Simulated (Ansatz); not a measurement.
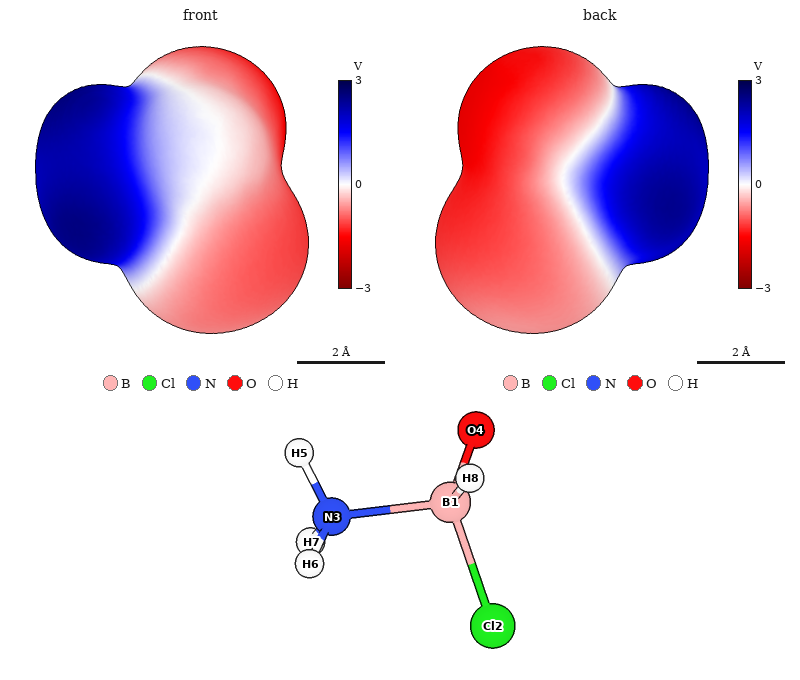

Figure. BClH₄NO (doublet). The molecular electrostatic potential painted on the density surface at 0.001 e/bohr³, seen from the front and from behind; the colour scale runs from red (negative) to blue (positive). The bare structure is drawn below in the same view.

Geometry: B3LYP/6-31G*.

Theory: Ansatz 0.2.0, isolated molecule in a Gaussian basis; Kohn-Sham density functional theory, functional PBE0.

```xyz
8

B    -0.6719    0.1922   -0.5823
Cl   -1.5682   -1.1798   -1.5138
N     0.8668    0.1316   -1.2770
O    -0.5854    0.1222    0.7761
H     1.4790    0.8118   -0.8216
H     0.8434    0.3184   -2.2810
H     1.2661   -0.8005   -1.1454
H    -1.1053    1.3003   -0.8615
```

**Describe the electrostatic potential map.**

The most negative region (about −1.6 V) lies over O4, the most positive (about +2.5 V) over H5 and H6. O4 is the likeliest acceptor of a hydrogen bond.
